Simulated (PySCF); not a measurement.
## Electronic structure of C$_{2}$H$_{6}$N$_{2}$Si in real space

The calculation's input:

```
{"job": {"kind": "uv", "xc": "wB97X-D", "basis": "def2-SVPD", "nstates": 8, "ntriplets": 3}, "charge": 0, "multiplicity": 1}
N      2.001173    -0.086767    -0.020304
Si     0.401117    -0.635892    -0.333313
C     -0.935591     0.746683    -0.467970
C     -1.472978     0.043393     0.733691
N     -0.711634    -0.931062     1.050052
H      2.167005     0.447394     0.818111
H      2.759988    -0.729145    -0.171733
H      0.423301    -1.668923    -1.351945
H     -1.621785     0.758398    -1.312004
H     -0.634219     1.770625    -0.259001
H     -2.370953     0.287967     1.288450
```

Launched as:

```sh
OMP_NUM_THREADS=1 python probes_run.py task.json out
```

Geometry: GFN2-xTB.

Method: PySCF, wB97X-D/def2-SVPD, SCF density, gas phase.

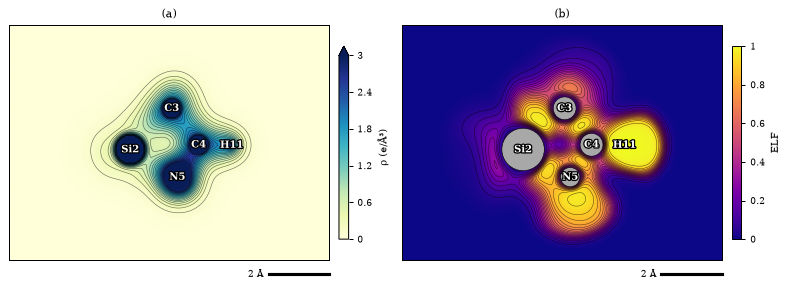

Figure 1. (a) total electron density; (b) ELF on the plane of atoms N5, C4 and H11. Grey discs cover the atomic cores in the ELF map.

What does the map show?

Answer.
- Atoms in the plane: Si, C, N and H.
- C–N (1.28 Å): the density is about 2.8 e/Å³ at the midpoint; the ELF peaks at about 0.90 between the atoms, as expected for a covalent bond.
- C–C (1.49 Å): ρ is about 1.8 e/Å³ halfway; the ELF peaks at about 0.95 between the atoms; localised, covalent bonding.
- C–Si (1.93 Å): ρ at the midpoint is about 0.87 e/Å³; the ELF peaks at about 0.95 between the atoms: a covalent bond.
- Si–N (1.80 Å): ρ at the midpoint is about 1 e/Å³; the ELF peaks at about 0.90 between the atoms (a shared but strongly polarised pair).
- C–H (1.08 Å): ρ is about 2 e/Å³ halfway; the ELF climbs to about 1 towards the hydrogen, as it does in any bond to H (an ordinary covalent bond to hydrogen).
- The ELF also peaks beside N5, away from the bonds: lone-pair regions.

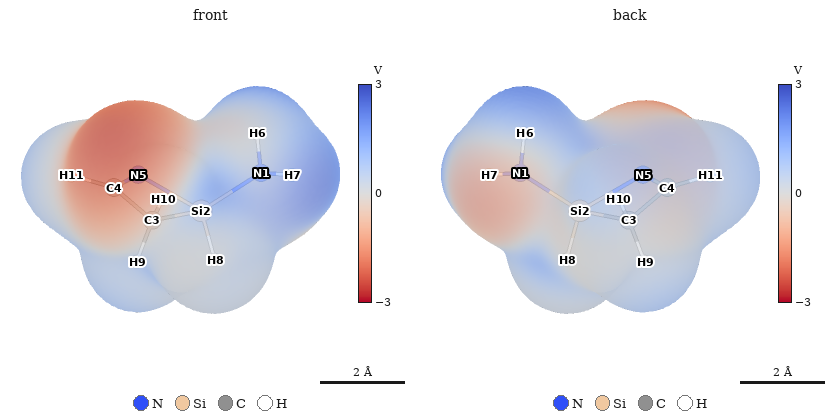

Figure 2. The molecular electrostatic potential painted on the density surface at 0.002 e/bohr³, seen from the front and from behind; red is negative and blue positive.

Where is the surface potential most negative and most positive?

Answer. The most negative region (about −2.2 V, or −51 kcal/mol for a unit charge) lies over N5, the most positive (about +1.8 V, or +42 kcal/mol for a unit charge) over H6 and H7. N5 is the likeliest acceptor of a hydrogen bond.

How polar is the molecule by this calculation?

Answer. Its dipole moment is 1.79 D.
